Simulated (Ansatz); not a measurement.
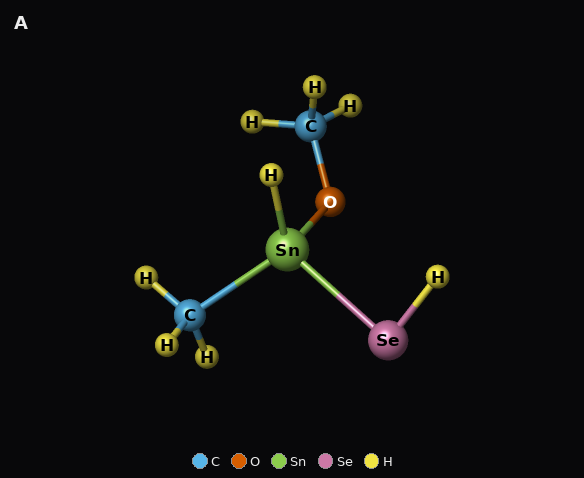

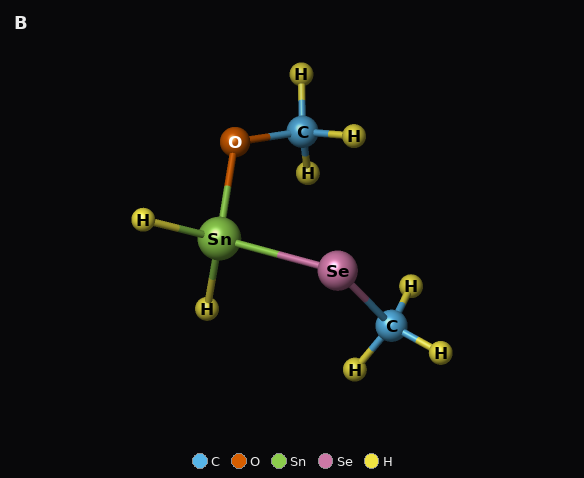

2 stationary structures of one formula. Geometries: PBE0-D4/def2-TZVP. Electronic energies: CCSD(T)/CBS (MP2 limit from def2-TZVPP and def2-QZVPP plus CCSD(T) − MP2) (Ansatz 0.2.0), without zero-point energy. No frequency run is at hand to confirm each as a minimum. Each is one conformer, not always the lowest.

> How are they related?

They are constitutional isomers of C2H8OSeSn: A `C[O][Sn@@H]([CH3])[SeH]`, B `C[O][SnH2][Se]C`.

> Which structure is the most stable?

A is lowest; B lies 10.1 kcal/mol above it.

Give E(B) − E(A) in kcal/mol at these levels too: RHF-MP2 (frozen core)/def2-QZVPP; B3LYP-D4/def2-TZVPP; B2PLYP (frozen core)/def2-TZVPP; RHF-CCSD(T) (frozen core)/def2-TZVPP; PBE0-D4/def2-TZVPP; PBE-D4/def2-TZVPP; ωB97M-V/def2-TZVPP; CCSD(T)/CBS (MP2 limit from def2-TZVPP and def2-QZVPP plus CCSD(T) − MP2).

| level | E(B) − E(A) (kcal/mol) |
| --- | --- |
| RHF-MP2 (frozen core)/def2-QZVPP | +10.2 |
| B3LYP-D4/def2-TZVPP | +8.4 |
| B2PLYP (frozen core)/def2-TZVPP | +9.3 |
| RHF-CCSD(T) (frozen core)/def2-TZVPP | +9.3 |
| PBE0-D4/def2-TZVPP | +8.6 |
| PBE-D4/def2-TZVPP | +8.1 |
| ωB97M-V/def2-TZVPP | +9.0 |
| CCSD(T)/CBS (MP2 limit from def2-TZVPP and def2-QZVPP plus CCSD(T) − MP2) | +10.1 |
